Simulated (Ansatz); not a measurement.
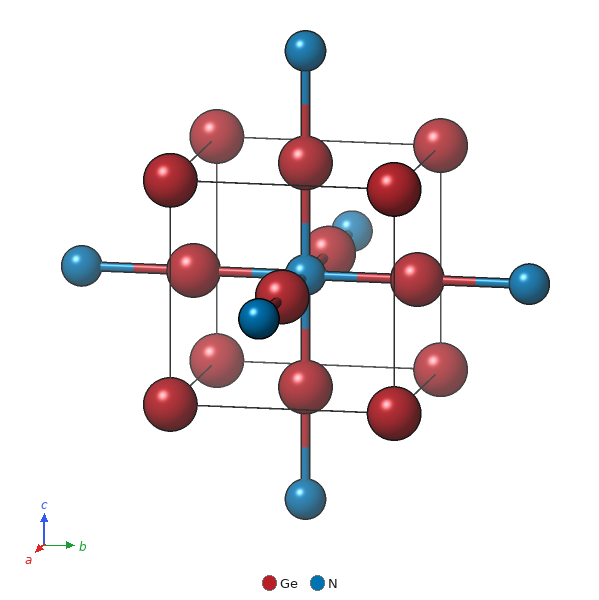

A ball-and-stick rendering, viewed slightly off an axis. The box is the simulation cell; atoms on or close to its faces, edges and corners are drawn wherever they repeat. Outside the box, the atoms bonded to those within are drawn.

```xyz
5
Lattice="4.4273 0.0000 0.0000 0.0000 4.4273 0.0000 0.0000 0.0000 4.4273" Properties=species:S:1:pos:R:3 pbc="T T T"
Ge    4.4273    2.2137    2.2137
Ge    2.2137    0.0000    2.2137
Ge    2.2137    2.2137    4.4273
Ge    0.0000    0.0000    0.0000
N     2.2137    2.2137    2.2137
```

Theory: Ansatz, DFT PBE, scalar-relativistic, plane waves, PAW. Numerical settings: cutoff 420 eV, an 8×8×8 grid in reciprocal space, Gaussian smearing of 0.1 eV, no spin polarisation.

**What are the atomic charges by Bader's partition?**

Ge -0.16 to +0.51 e; N -1.38 e.

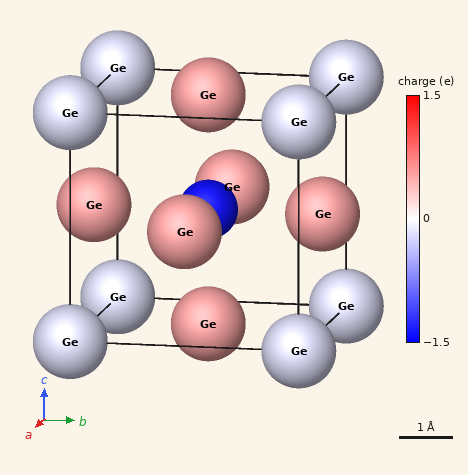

The atoms coloured by those charges.

The starting point was a random cell made by a generator, so it need not be a real form of the compound. Earlier steps of the study may have refined or changed the cell and positions. It was run through Ansatz as a DFT input.
